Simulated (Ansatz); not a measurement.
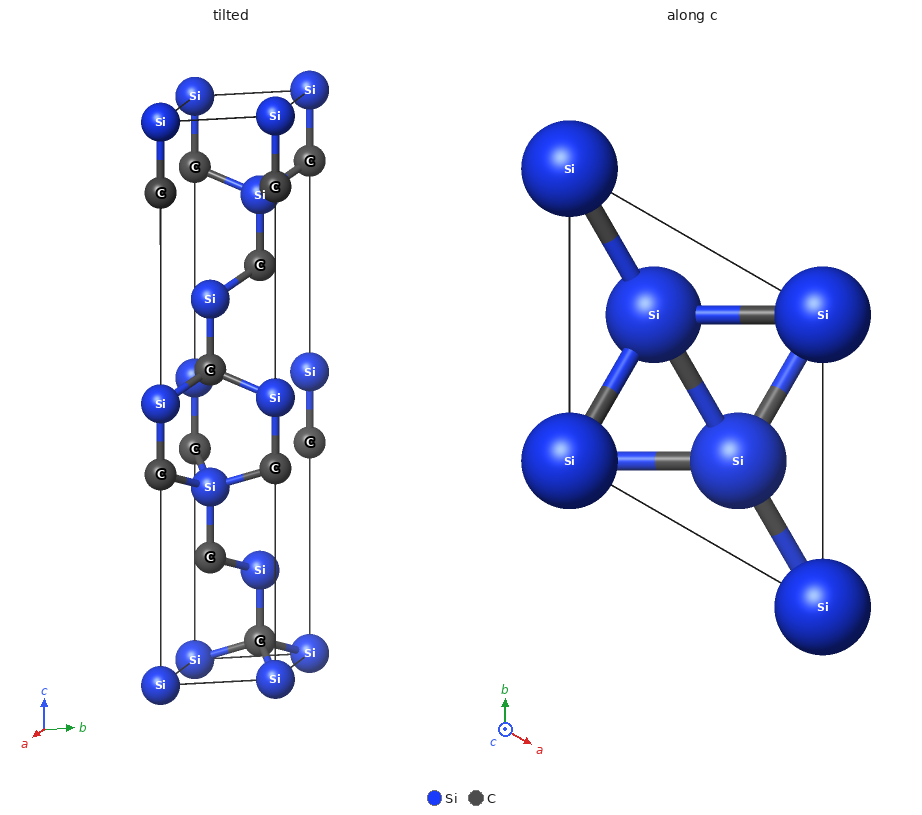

The figure gives a ball-and-stick picture of the atoms, viewed slightly off an axis and along the c axis. The conventional unit cell is drawn as a box.

Notes on the structure:

- Formula: SiC.
- Space group: P6_3mc (No. 186). Lattice: primitive hexagonal.
- Atoms per cell: 12 (6 Si, 6 C).
- The Si atoms are each bonded to four C in a tetrahedral arrangement. C is coordinated by four Si in a tetrahedral arrangement.
- The bonds build a three-dimensional framework.

The structure comes from a structure listed in the Materials Project. Earlier steps of the study may have refined or changed the cell and positions. An electronic-structure calculation with Ansatz was run on it.
